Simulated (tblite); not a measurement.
# C2H12N2Si3: the cost of one run

Programs: tblite 0.8.0 and PySCF 2.14.0, with density-fitted response routines of our own. Each step states its level of theory. These are calculated values for one molecule in the gas phase, unless marked as measured. Atoms count from 0, in the outputs and in this text.

**1. The molecule as given**

19 atoms, charge 0, multiplicity 1; geometry from: force field or distance geometry start.

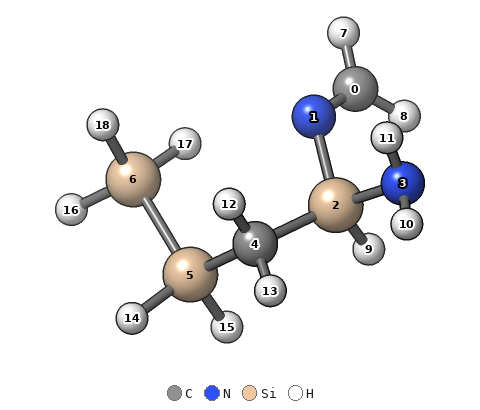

As it starts; carbon grey, nitrogen blue, silicon light orange, hydrogen white, atoms numbered.

**2. Relaxing the molecule with GFN2-xTB**

What the job is given:

```
{"job": {"kind": "relax", "xc": "GFN2-xTB", "basis": "xTB"}, "charge": 0, "multiplicity": 1}
C     -1.506700     2.196800     0.113300
N     -0.989100     1.184100    -0.476800
Si    -1.202800    -0.350400     0.306500
N     -2.763500    -0.707800    -0.264500
C      0.039400    -1.497300    -0.357200
Si     1.651900    -1.145100     0.453100
Si     2.628100     0.847400    -0.209400
H     -1.389100     3.201900    -0.336100
H     -2.095500     2.163500     1.053900
H     -1.260400    -0.216700     1.775100
H     -2.904300    -1.722700    -0.268800
H     -2.812700    -0.411600    -1.223100
H      0.124700    -1.410200    -1.442900
H     -0.243100    -2.532900    -0.160200
H      2.584300    -2.240800     0.097300
H      1.524100    -1.208200     1.950500
H      4.035600     0.896000     0.279400
H      1.920600     2.007900     0.385700
H      2.648700     0.955200    -1.683300
```

On the command line:

```
> OMP_NUM_THREADS=1 python probes_run.py task.json out
```

One launch serves the whole session: the jobs run in the order shown.

**Question.** How long does this first job take on 1 thread of Intel Xeon at 2.50GHz, shared host?

About 2.7 s.
